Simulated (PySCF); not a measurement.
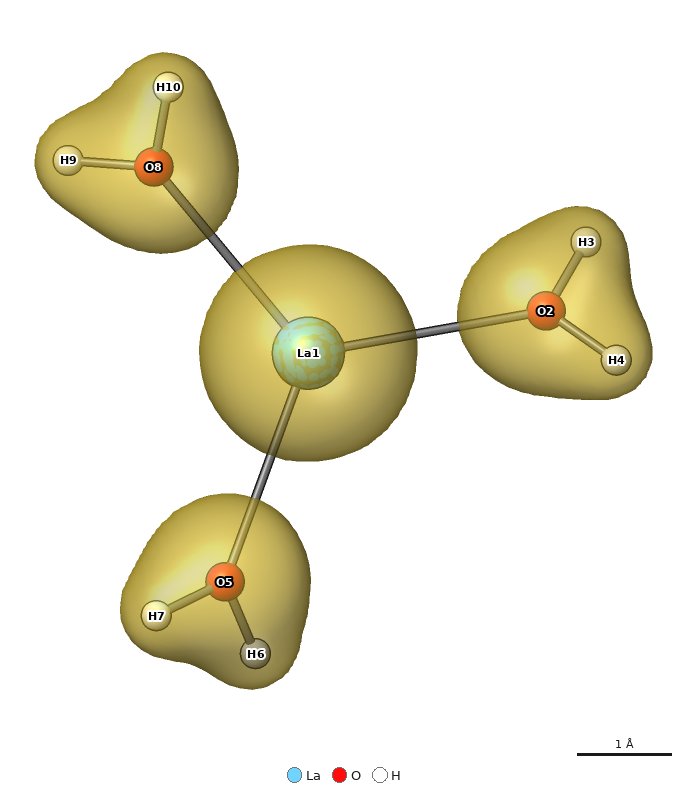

The picture shows: H6LaO3 (charge +2). Isosurface of the electron density at 0.4 e/Å³ (yellow), seen across its widest extent.

Core potentials replace the inner electrons of La.

Theory: PySCF, RKS PBE0, La lcecp-0-SVP with ECP47, O def2-SVP, H def2-SVP; non-relativistic Hamiltonian with scalar-relativistic core potentials where named; density fitting.

Input file:

```
mol = gto.M(atom='''
La    -0.00000    -0.00000    -0.00000
O      2.60348    -0.00001     0.00000
H      3.20587    -0.62983     0.43062
H      3.20587     0.62982    -0.43062
O     -1.30174     2.25468    -0.00000
H     -1.05749     3.09128     0.43062
H     -2.14837     2.46146    -0.43062
O     -1.30174    -2.25468    -0.00000
H     -2.14838    -2.46145     0.43062
H     -1.05750    -3.09128    -0.43062''',
    basis={'La': 'lcecp-0-SVP', 'O': 'def2-SVP', 'H': 'def2-SVP'},
    ecp={'La': 'lcecp-0-SVP'},
    charge=2, spin=0)
mf = dft.RKS(mol, xc='PBE0')
mf.grids.atom_grid = (75, 302)  # f atoms: at least (60, 302), unpruned
mf = mf.density_fit()  # La AutoAux, O def2-universal-JKFIT, H def2-universal-JKFIT
mf.conv_tol = 1e-09; mf.max_cycle = 55
mf.kernel(dm0)
```

Launched as:

```sh
OMP_NUM_THREADS=2 python run.py
```

Question: Which contacts does the surface bridge?

Answer: At this value the surface falls into four separate pieces. It bridges the sampled O–H (0.97 Å) contacts, where the density stays above the isovalue. It is pinched off along the sampled La–O (2.60 Å) contacts. On the grid the lowest density along these lines, outside the cores, is 0.23 e/Å³ (La–O, 2.60 Å) and 2.3 e/Å³ (O–H, 0.97 Å).
